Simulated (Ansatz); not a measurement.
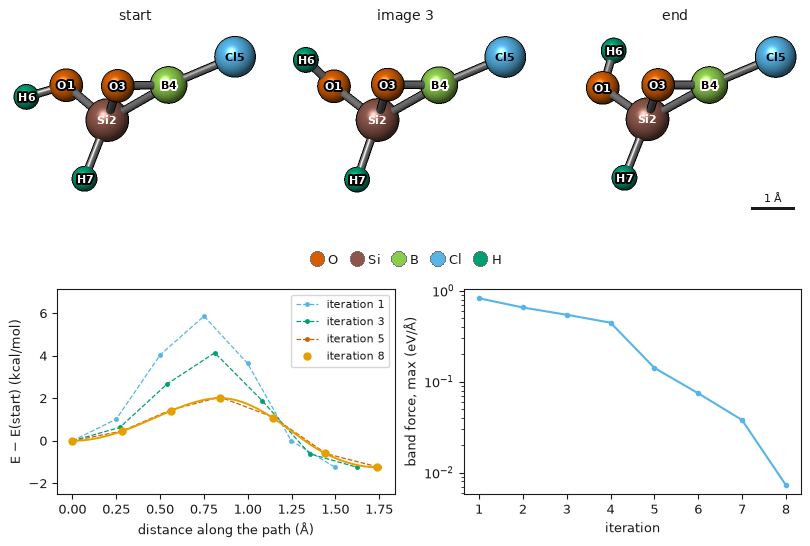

A search for the minimum-energy path of BSiH2O2Cl by the nudged elastic band. Images are numbered from 0 (start) to 6 (end). The plot follows the band through its iterations. Style: ball-and-stick. Shown at a tilt.

Computed with RKS B3LYP-D4/6-31G* in Ansatz 0.2.0.

The input:
```yaml
crystal:
  periodic: [false, false, false]
  atoms:
    - { symbol: O, position_ang: [-0.217135, 1.234322, 1.275187] }
    - { symbol: Si, position_ang: [-0.492797, 0.209089, 0.011197] }
    - { symbol: O, position_ang: [0.498013, -1.264644, -0.013689] }
    - { symbol: B, position_ang: [0.893853, -0.504895, -1.051911] }
    - { symbol: Cl, position_ang: [2.128412, -0.755979, -2.256815] }
    - { symbol: H, position_ang: [-0.821749, 1.179418, 2.02993] }
    - { symbol: H, position_ang: [-1.927397, -0.165212, -0.039599] }
basis:
  gaussian: { orbitals: "6-31G*" }
hamiltonian:
  xc: b3lyp
  dispersion: d4
neb:
  order_check: false
  images: 5
  f_tol: 0.03
  max_iterations: 60
  initial_path: idpp
  final_atoms:
    - { symbol: O, position_ang: [-0.71099683, 0.97002458, 1.436172] }
    - { symbol: Si, position_ang: [-0.68293383, 0.11063898, 0.0276826] }
    - { symbol: O, position_ang: [0.38385201, -1.30313859, -0.01955983] }
    - { symbol: B, position_ang: [0.83979918, -0.44243321, -0.95198796] }
    - { symbol: Cl, position_ang: [2.21156243, -0.55099274, -2.02618715] }
    - { symbol: H, position_ang: [0.10790726, 1.41589803, 1.69559282] }
    - { symbol: H, position_ang: [-2.08799021, -0.26789806, -0.20741246] }
```

Launched with:
```bash
ansatz run input.yaml --threads 1 --pin off --max-ram 2048MiB --backend cpu --events-out ev --progress --plain --runs-dir out
```

### Did the band converge, and can the barrier be trusted?

The result is final at these settings. The band converged in 8 iterations. The largest component of the band force went from 0.83 to 0.0073 eV/Å. The climbing image converged on the top of the path. Its vibrational analysis gives one imaginary mode (344i cm⁻¹), as a transition state must have. The first iteration put the highest image at 5.87 kcal/mol. The energy climbs by 2.01 kcal/mol to image 3 and then falls by 3.25 kcal/mol, so the end point sits at −1.24 kcal/mol.

The run took 2.9 min on 1 thread of Arm Neoverse V1, on a shared host, peak memory 0.17 GiB.
